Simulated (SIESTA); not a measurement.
Band structure of Cr2TeSe (P-6m2, 4 atoms in the cell).

```
Cr2TeSe
1.0
    3.96139     0.00000     0.00000
   -1.98070     3.43066     0.00000
    0.00000     0.00000     6.33777
Cr Te Se
2 1 1
Cartesian
  1.98070   1.14355   1.50680
  1.98070   1.14355   4.83097
  0.00000   0.00000   3.16888
  0.00000   2.28711   0.00000
```
Moments meant for the start (each program seeds them in its own way; μB, in the order of the atoms Cr Cr Te Se): 3.0 3.0 0.0 0.0.

Computed with SIESTA with GGA PBEsol, numerical atomic orbitals DZP, PseudoDojo PBEsol standard norm-conserving potentials (rewritten from UPF to PSML).

Settings: XC.functional = GGA; XC.authors = PBEsol; potentials = PseudoDojo PBEsol standard; PAO.BasisSize = DZP; PAO.EnergyShift = 0.005 Ry; MeshCutoff = 300 Ry; kgrid.MonkhorstPack = 6 6 3; OccupationFunction = FD; ElectronicTemperature = 100 meV; Spin = polarized; DM.InitSpin = [1 +3.00, 2 +3.00, 3 +0.00, 4 +0.00]; MaxSCFIterations = 150; SCF.Mixer.Method = Pulay; SCF.Mixer.Weight = 0.1.

The starting cell comes from a database of computed structures (which also holds hypothetical and non-ambient phases and stackings), without a prior relaxation at this level. Spin-orbit coupling is off. The magnetic order is the one reached from the typed start; others were not searched systematically. Values carry the incompleteness of an atom-centred basis.

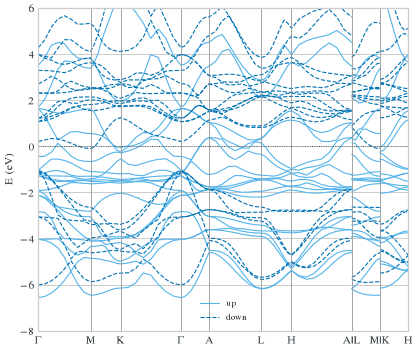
Figure. Bands along the path, energies from the Fermi level.

Levels in eV from the Fermi level, bands 31 to 36 of the first spin channel:
```json
[
 {"point": "Γ", "31": "-1.21", "32": "-1.20", "33": "-1.05", "34": "-0.45", "35": "1.64", "36": "1.64"},
 {"point": "M", "31": "-1.42", "32": "-1.30", "33": "-1.10", "34": "-0.67", "35": "0.55", "36": "1.62"},
 {"point": "K", "31": "-1.44", "32": "-1.20", "33": "-0.55", "34": "-0.29", "35": "-0.25", "36": "-0.06"},
 {"point": "A", "31": "-1.76", "32": "-1.23", "33": "0.37", "34": "0.38", "35": "1.02", "36": "1.02"},
 {"point": "L", "31": "-1.42", "32": "-1.26", "33": "-0.36", "34": "0.15", "35": "0.33", "36": "0.36"},
 {"point": "H", "31": "-1.18", "32": "-1.17", "33": "-1.00", "34": "-0.97", "35": "1.13", "36": "1.53"}
]
```

Bands cross the Fermi level along this path, so the cell is metallic at this level.

Higher empty bands are left out: an atom-centred basis made for the valence describes them poorly.

The net moment of the cell came out as 7.91 μB.
